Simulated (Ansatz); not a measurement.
## Electronic structure of GeH$_{2}$InSi (SMILES [GeH]=[SiH][In]) (doublet) in real space

```yaml
atoms:
  - { symbol: Ge, position_ang: [0.1190, 0.6024, -2.4310] }
  - { symbol: In, position_ang: [-1.3743, 0.5836, 0.5201] }
  - { symbol: Si, position_ang: [-0.4530, 2.4113, -1.2069] }
  - { symbol: H, position_ang: [-0.3183, 3.8724, -1.5110] }
  - { symbol: H, position_ang: [-0.4485, -0.4071, -1.2824] }
```

Geometry: r2SCAN-D4/def2-SVP; core potentials replace the inner electrons of In.

All numbers below come from isolated molecule in a Gaussian basis; Kohn-Sham density functional theory, functional PBE0 in Ansatz 0.2.0.

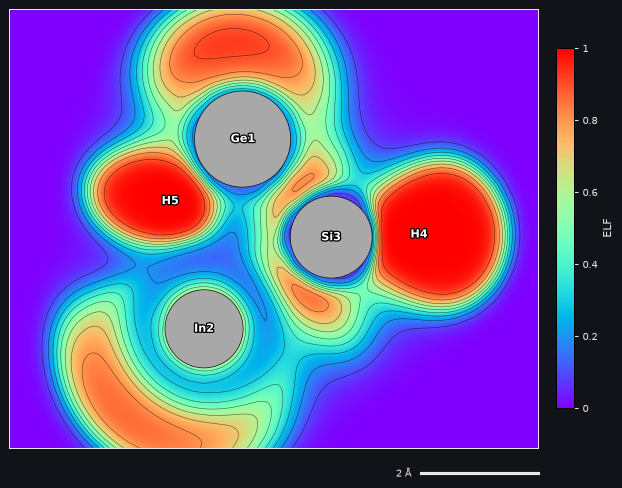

Figure 1. ELF on the molecular plane. Grey discs cover the atomic cores.

Q: What do the fields say about this system?

A: The plane passes through Ge, In, Si and H nuclei.
Si–Ge (2.26 Å): the ELF peaks at about 0.80 in the valence shell of Si, 1.0 Å from its nucleus, and is about 0.75 at the midpoint.
In–Si (2.68 Å): the ELF peaks at about 0.75 in the valence shell of Si, 1.0 Å from its nucleus, and drops to about 0.20 between the two atoms.
Si–H (1.50 Å): the ELF climbs to about 1 towards the hydrogen, as it does in any bond to H.
Ge–H (1.63 Å): the ELF climbs to about 1 towards the hydrogen.

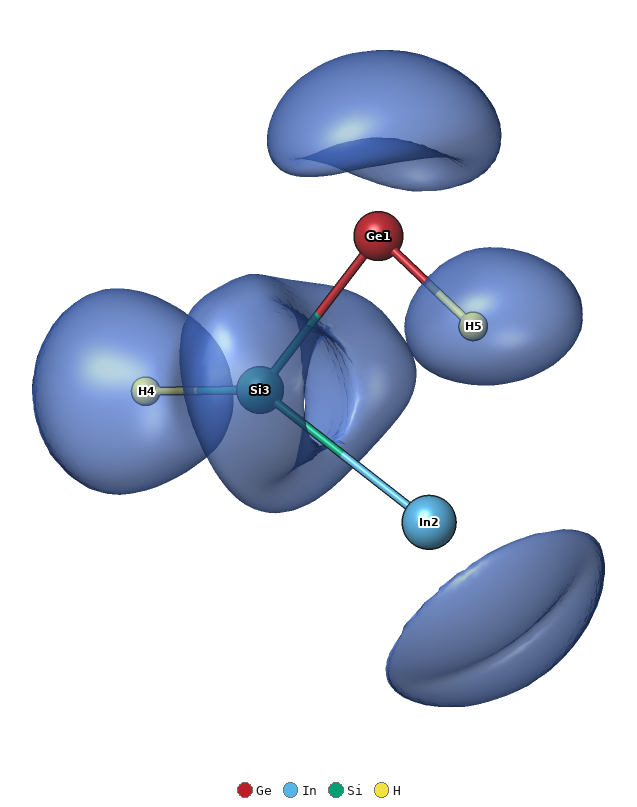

Figure 2. Isosurface of the ELF at 0.75 (blue), seen at a tilt. Core shells and regions of very low density are left out.

Q: Where are the electrons localised?

A: The surface consists of two regions around hydrogen nuclei, one region on Si in which the atom's valence shell and bonds are merged, one lobe on Ge, pointing away from the bonds (non-bonding electrons) and one lobe on In, pointing away from the bonds (non-bonding electrons).

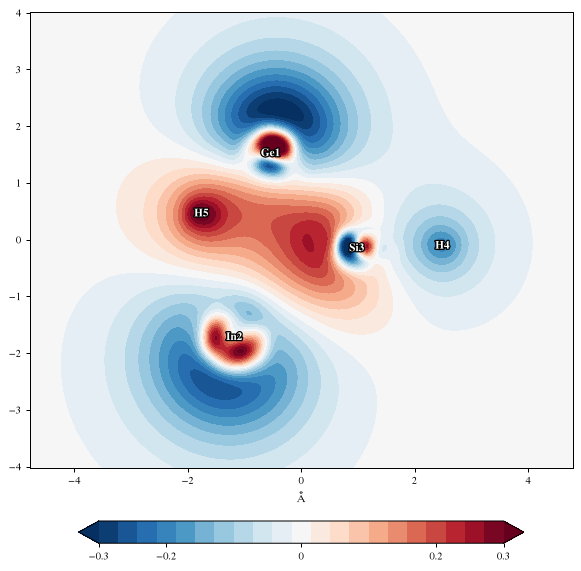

Figure 3. The HOMO−1 (β) on the molecular plane (values in Å⁻³ᐟ²; the overall sign is arbitrary).

Q: What is the character of this orbital?

A: By Hirshfeld shares it lies mainly on In2 (about 40 %), Ge1 (about 40 %) and Si3 (about 15 %); it is symmetric in the molecular plane (an in-plane orbital: σ, lone-pair or in-plane π type). Its energy is −6.51 eV.

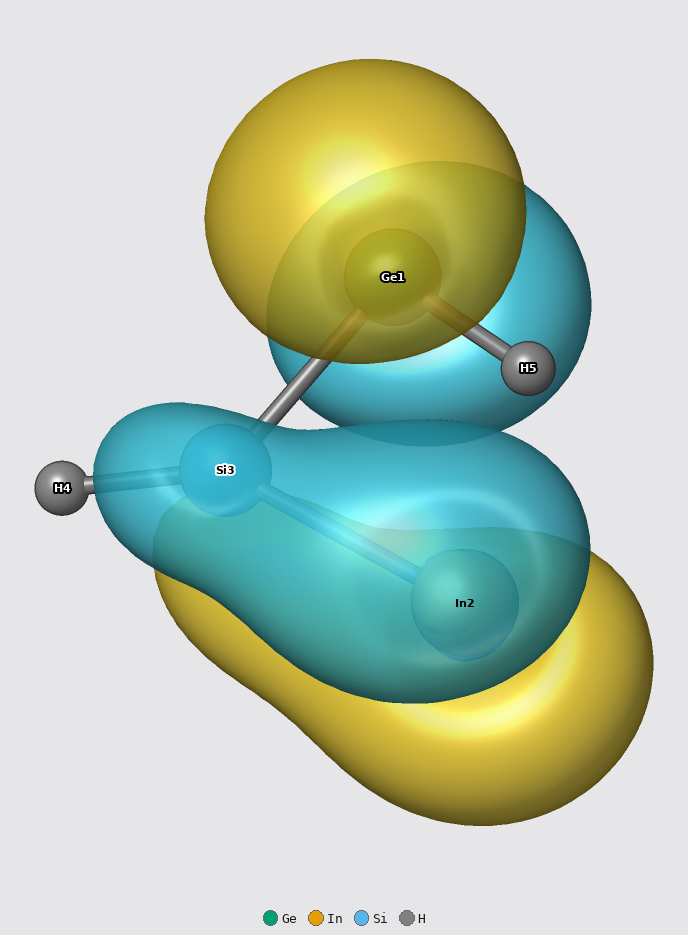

Figure 4. The LUMO (α) at ±0.08 Å⁻³ᐟ² (yellow and cyan are the two phases), seen at a tilt.

Q: Describe this orbital and give its energy.

A: By Hirshfeld shares it lies mainly on Ge1 (about 45 %), In2 (about 40 %) and Si3 (about 15 %); it changes sign across the molecular plane (π type); π-bonding across In2–Si3; π-antibonding (a node) across Ge1–Si3. Its energy is −1.98 eV.
